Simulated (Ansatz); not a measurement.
## Electronic structure of C8H11S···C6H3F2O3S (SMILES C[S+](C)c1ccccc1.O=S(=O)([O-])c1ccc(F)cc1F) in real space

Input

```
crystal:
  periodic: [false, false, false]
  atoms:
    - {symbol: C, position_ang: [-0.332087, 2.680218, 0.670197]}
    - {symbol: S, position_ang: [-0.397417, 1.191380, -0.368756]}
    - {symbol: C, position_ang: [0.046374, 1.861093, -1.994398]}
    - {symbol: C, position_ang: [-2.196242, 0.982794, -0.509424]}
    - {symbol: C, position_ang: [-2.671254, -0.133111, 0.201296]}
    - {symbol: C, position_ang: [-4.046804, -0.410706, 0.197704]}
    - {symbol: C, position_ang: [-4.928152, 0.414771, -0.517495]}
    - {symbol: C, position_ang: [-4.440737, 1.525154, -1.228170]}
    - {symbol: C, position_ang: [-3.069204, 1.818437, -1.225035]}
    - {symbol: H, position_ang: [-0.493060, 2.305112, 1.697442]}
    - {symbol: H, position_ang: [0.707702, 3.042845, 0.583933]}
    - {symbol: H, position_ang: [-1.093816, 3.412766, 0.344547]}
    - {symbol: H, position_ang: [1.146041, 1.965820, -1.934215]}
    - {symbol: H, position_ang: [-0.228085, 1.097013, -2.745159]}
    - {symbol: H, position_ang: [-0.446689, 2.827362, -2.208833]}
    - {symbol: H, position_ang: [-1.955020, -0.765164, 0.750474]}
    - {symbol: H, position_ang: [-4.428989, -1.279650, 0.754016]}
    - {symbol: H, position_ang: [-6.006028, 0.192773, -0.523633]}
    - {symbol: H, position_ang: [-5.134393, 2.169405, -1.789445]}
    - {symbol: H, position_ang: [-2.694485, 2.692020, -1.779523]}
    - {symbol: O, position_ang: [0.705364, 0.220845, 2.000303]}
    - {symbol: S, position_ang: [2.089948, 0.413370, 1.436786]}
    - {symbol: O, position_ang: [3.115635, 0.904637, 2.386865]}
    - {symbol: O, position_ang: [2.057713, 1.193186, 0.120939]}
    - {symbol: C, position_ang: [2.635947, -1.248025, 0.947035]}
    - {symbol: C, position_ang: [3.842839, -1.743634, 1.462659]}
    - {symbol: C, position_ang: [4.312945, -3.018341, 1.117943]}
    - {symbol: C, position_ang: [3.549294, -3.796833, 0.240433]}
    - {symbol: F, position_ang: [3.980498, -5.023548, -0.105890]}
    - {symbol: C, position_ang: [2.338355, -3.336771, -0.293395]}
    - {symbol: C, position_ang: [1.898319, -2.060995, 0.071952]}
    - {symbol: F, position_ang: [0.729854, -1.629175, -0.447659]}
    - {symbol: H, position_ang: [4.400174, -1.088383, 2.148831]}
    - {symbol: H, position_ang: [5.256509, -3.416305, 1.516713]}
    - {symbol: H, position_ang: [1.748950, -3.960351, -0.979050]}
basis:
  gaussian: {orbitals: def2-TZVP, fitting: {mean_field: def2-universal-jkfit}, initial_orbitals: start.molden}
hamiltonian: {xc: pbe0, dispersion: d4}
scf: {omitted_lower_state_checks: [starts]}
output: {orbitals: {seedname: orbitals}}
```

Run with:

```sh
ansatz run in.yaml --threads 2 --pin off --events-out ev --progress --plain --max-ram 32768MiB --backend cuda --devices 0, --max-vram 18GiB
```

Geometry: PBE-D4/def2-SVP.

The calculation used RKS PBE0-D4/def2-TZVP (Ansatz).

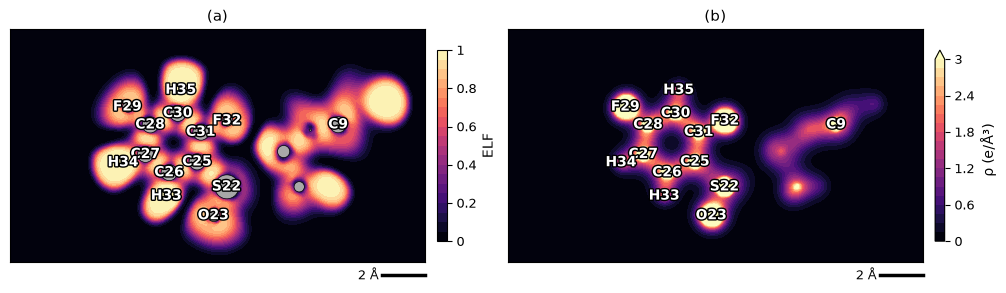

Figure 1. (a) ELF; (b) electron density on the plane of atoms S22, C25 and C31. Grey discs cover the atomic cores in the ELF map.

**Interpret the plot.**

- The plane passes through C, S, O, F and H nuclei.
- C–F (1.35 Å): the density is about 2.3 e/Å³ at the midpoint, with its minimum of 1.8 e/Å³ about 0.5 Å from C; the ELF peaks at about 0.80 between the atoms: a shared but strongly polarised pair.
- C–C (1.40 Å): ρ is about 2.1 e/Å³ halfway; the ELF peaks at about 0.95 between the atoms; localised, covalent bonding.
- S–O (1.48 Å): the density is about 2.2 e/Å³ at the midpoint; the ELF peaks at about 0.80 between the atoms (a polar covalent bond).
- C–S (1.82 Å): ρ is about 1.3 e/Å³ halfway; the ELF peaks at about 0.95 between the atoms; localised, covalent bonding.
- C–H (1.10 Å): the density is about 2 e/Å³ at the midpoint; the ELF climbs to about 1 towards the hydrogen, as it does in any bond to H: a covalent bond by its length.
- The ELF also peaks beside F29 and F32, away from the bonds: lone-pair regions.

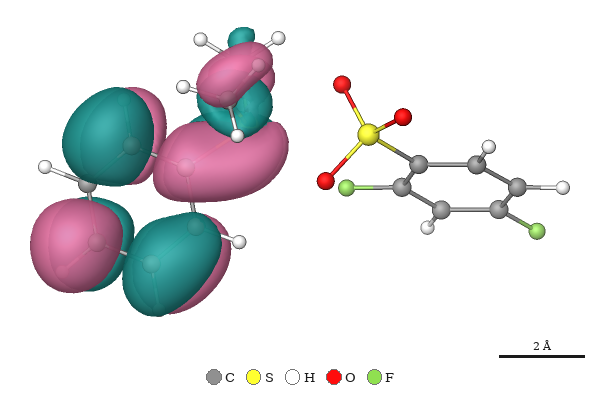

Figure 2. The LUMO at ±0.06 Å⁻³ᐟ² (teal and pink are the two phases), seen at a tilt.

**Where does this orbital lie, and at what energy?**

It lies mainly on C7 (about 15 %), C4 (about 15 %), C9 (about 15 %), C6 (about 10 %), S2 (about 10 %) and C5 (about 5 %). Its energy is −1.78 eV.

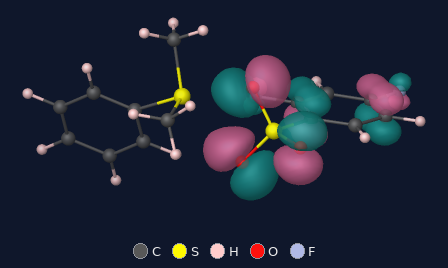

Figure 3. The HOMO−1 at ±0.1 Å⁻³ᐟ² (teal and pink are the two phases), seen from one side.

**Where does this orbital lie, and at what energy?**

It lies mainly on O21 (about 25 %), O24 (about 25 %) and O23 (about 20 %). Its energy is −6.92 eV.
